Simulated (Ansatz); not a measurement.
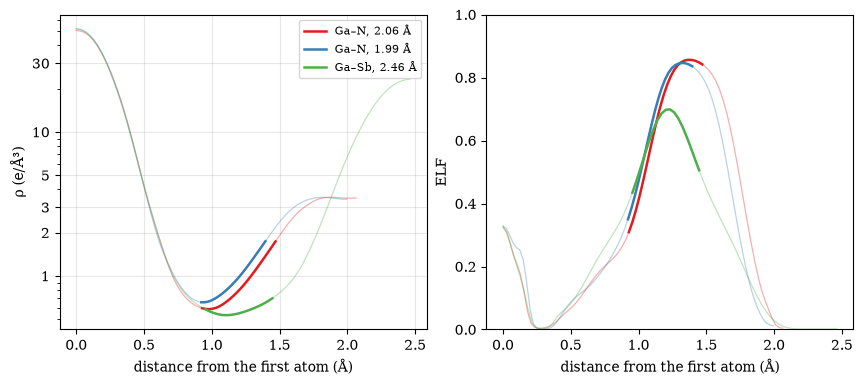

Figure. Ga4SbN3. Valence electron density and ELF along straight lines between neighbouring atoms. Thin, pale parts lie inside the atomic spheres.

Space group I-42m; started from the ordered alloy on zincblende lattice prototype, which need not be the ambient phase.

Method: DFT, r2SCAN, plane waves, PAW in Ansatz.

In a PAW calculation such maps are meaningful between the atoms, not at the nuclei.

### What can be read from the curves?

Ga–N (2.06 Å): the density is about 0.6 e/Å³ at the midpoint; the ELF peaks at about 0.85 in the valence shell of N, 0.7 Å from its nucleus, and is about 0.45 at the midpoint.
Ga–N (1.99 Å): ρ at the midpoint is about 0.68 e/Å³; the ELF peaks at about 0.85 in the valence shell of N, 0.7 Å from its nucleus, and is about 0.45 at the midpoint.
Ga–Sb (2.46 Å): ρ is about 0.56 e/Å³ halfway; the ELF peaks at about 0.70 between the atoms.
